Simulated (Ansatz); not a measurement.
The end point of a relaxation of HfN. Space group Fm-3m (No. 225), rock salt type. Method: PBE (plane waves to 420 eV, PAW, scalar-relativistic; Ansatz, a quantum-chemistry and plane-wave program).

```xyz
2
Lattice="0.0000 2.2740 2.2740 2.2740 0.0000 2.2740 2.2740 2.2740 0.0000" Properties=species:S:1:pos:R:3 pbc="T T T"
Hf     0.0000     0.0000     0.0000
N      2.2740     2.2740     2.2740
```

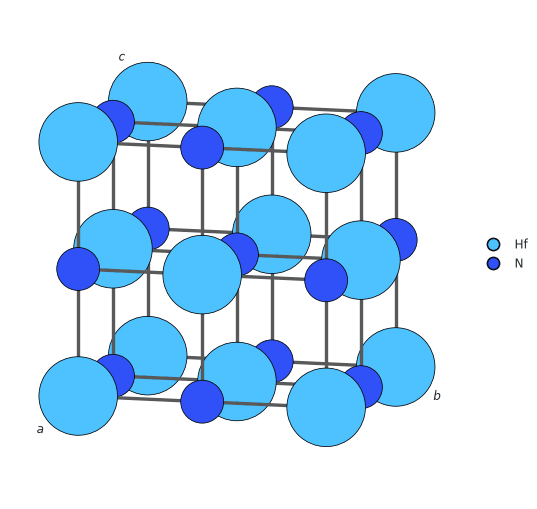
Figure: The conventional cell of the relaxed structure

```yaml
volume_per_atom: 11.76 Å³
density: 13.59 g/cm³
band_gap: zero (metallic)
shortest_distances: Hf–N 2.27 Å; N–N 3.22 Å; Hf–Hf 3.22 Å
k-mesh: 18×18×18
```

Band energies at high-symmetry points (eV from the Fermi level; labels of this space group; no spin-orbit coupling), from −5 eV up to 1.3 eV:

```csv
point,energies
Γ,-2.93 -2.93 -2.93 -0.36 -0.36 -0.36
X,-3.74 -3.64 -3.64
U,-4.90 -0.83
K,-4.90 -0.83
L,–
W,1.10 1.10
```

No spin polarisation in the result. The relaxed primitive cell holds an odd number of electrons. A magnetic state may lie lower.

Measured for HfN: a 4.519 Å (0 K or low temperature; as listed in Guo-Xu Zhang et al., New Journal of Physics (2018)). Computed minus measured — a: PBE +0.6 %. The computed values are for a static lattice.

It was reached from a disturbed copy of a P4/mmm (No. 123) cell, against which it lies -2.44 eV/atom.
